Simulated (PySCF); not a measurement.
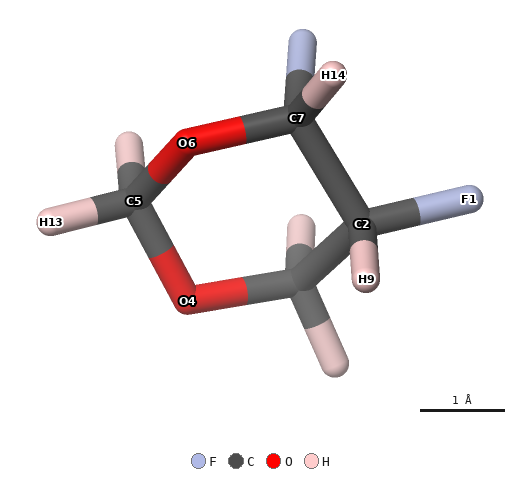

The structure (stick view, seen at a tilt; atoms are numbered from 1 in the order of the input).

C₄H₆F₂O₂: excited-state calculation

System: C₄H₆F₂O₂.
Method: TDDFT HCTH407/STO-3G, vertical, gas phase, core orbitals frozen in the response (PySCF 2.14.0).

Some settings of this run were made unusual or wrong on purpose. The geometry comes from this level: GFN2-xTB.

**The program's output**
```
final grid: 122688 points
cycle   1  E = -498.8560182253  dE =  1.673e+00  |g| = 1.108e+00  |ddm| = 4.833e+00
cycle   2  E = -499.2918770838  dE = -4.359e-01  |g| = 2.206e-01  |ddm| = 1.506e+00
cycle   3  E = -499.3099202964  dE = -1.804e-02  |g| = 9.324e-02  |ddm| = 2.764e-01
cycle   4  E = -499.3132590549  dE = -3.339e-03  |g| = 4.923e-02  |ddm| = 1.167e-01
cycle   5  E = -499.3142712925  dE = -1.012e-03  |g| = 2.657e-02  |ddm| = 6.413e-02
cycle   6  E = -499.3145845509  dE = -3.133e-04  |g| = 1.589e-02  |ddm| = 3.655e-02
cycle   7  E = -499.3146949221  dE = -1.104e-04  |g| = 1.013e-02  |ddm| = 2.138e-02
cycle   8  E = -499.3147389086  dE = -4.399e-05  |g| = 6.627e-03  |ddm| = 1.327e-02
cycle   9  E = -499.3147575684  dE = -1.866e-05  |g| = 4.374e-03  |ddm| = 8.562e-03
cycle  10  E = -499.3147654697  dE = -7.901e-06  |g| = 2.965e-03  |ddm| = 5.526e-03
cycle  11  E = -499.3147690208  dE = -3.551e-06  |g| = 1.997e-03  |ddm| = 3.641e-03
cycle  12  E = -499.3147706256  dE = -1.605e-06  |g| = 1.351e-03  |ddm| = 2.431e-03
cycle  13  E = -499.3147713607  dE = -7.351e-07  |g| = 9.221e-04  |ddm| = 1.641e-03
cycle  14  E = -499.3147717035  dE = -3.428e-07  |g| = 6.267e-04  |ddm| = 1.116e-03
cycle  15  E = -499.3147718637  dE = -1.602e-07  |g| = 4.254e-04  |ddm| = 7.612e-04
cycle  16  E = -499.3147719388  dE = -7.509e-08  |g| = 2.922e-04  |ddm| = 5.226e-04
cycle  17  E = -499.3147719746  dE = -3.585e-08  |g| = 2.013e-04  |ddm| = 3.611e-04
cycle  18  E = -499.3147719918  dE = -1.723e-08  |g| = 1.385e-04  |ddm| = 2.503e-04
cycle  19  E = -499.3147720002  dE = -8.345e-09  |g| = 9.463e-05  |ddm| = 1.743e-04
cycle  20  E = -499.3147720042  dE = -4.004e-09  |g| = 6.562e-05  |ddm| = 1.213e-04
cycle  21  E = -499.3147720062  dE = -1.964e-09  |g| = 4.540e-05  |ddm| = 8.510e-05
cycle  22  E = -499.3147720071  dE = -9.652e-10  |g| = 3.153e-05  |ddm| = 5.980e-05
level shift removed, Fock matrix diagonalised once more
converged SCF energy = -499.3147720071

Static polarisability (au): isotropic 27.156, principal 22.603 26.449 32.416

Singlet excitations
state   eV       nm        f      main configurations
  1   8.3806    147.9   0.00223   H->L 0.97
  2   8.8444    140.2   0.00137   H-1->L 0.54, H->L+1 0.40
  3   9.0108    137.6   0.00498   H-2->L 0.68, H->L+1 0.24
  4   9.1883    134.9   0.00974   H-1->L 0.40, H->L+1 0.32, H-2->L 0.22
  5   9.4247    131.6   0.00185   H-3->L 0.75, H-4->L 0.17
  6   9.6243    128.8   0.00916   H-1->L+1 0.34, H-4->L 0.33, H-2->L+1 0.14
  7   9.7073    127.7   0.00068   H-4->L 0.39, H-2->L+1 0.37
  8   9.8219    126.2   0.01276   H-1->L+1 0.44, H->L+2 0.21, H-2->L+1 0.19
  9   9.8835    125.4   0.00202   H->L+2 0.60, H-2->L+1 0.24
 10  10.1699    121.9   0.00456   H-3->L+1 0.81
 11  10.3070    120.3   0.00311   H-5->L 0.75, H-4->L+1 0.15
 12  10.3699    119.6   0.00456   H-4->L+1 0.68, H-5->L 0.10
```

This output came from the following input.

**The input**
```
{"job": {"kind": "uv", "xc": "HCTH407", "basis": "STO-3G", "nstates": 12, "ntriplets": 0, "tda": false, "scf": {"level_shift": 0.9, "max_cycle": 98}}, "charge": 0, "multiplicity": 1}
F     -2.034185     0.221650     1.265282
C     -1.121686     0.359168     0.254903
C     -0.753021    -0.997103    -0.352863
O      0.235769    -0.787521    -1.340116
C      1.375040    -0.199817    -0.802551
O      1.117427     1.068429    -0.225658
C      0.171321     1.011777     0.773992
F      0.653347     0.272795     1.834473
H     -1.562841     1.016676    -0.504225
H     -1.609169    -1.455095    -0.848937
H     -0.383081    -1.662101     0.440757
H      1.832434    -0.858125    -0.042683
H      2.069143    -0.020220    -1.624394
H      0.008825     2.029015     1.149854
```

The first line tells a small driver script what to run in PySCF; the rest is the geometry in Å.

Launched with:
```bash
OMP_NUM_THREADS=1 python <driver script> task.json out
```

**What the run reported**

- outcome: converged
- total energy: −499.314772 hartree
- HOMO: −2.79 eV
- LUMO: 5.29 eV
- dipole moment: 0.35 D
- mean polarisability: 27.16 a.u.
- lowest excitation: 8.38 eV
- hardware: 1 CPU thread, shared host
- wall time: 21 s
- peak memory: 0.46 GiB

**What went wrong**

Some settings of this run were drawn to be unusual or wrong. It converged; results that depend on the unusual settings are not reference values.
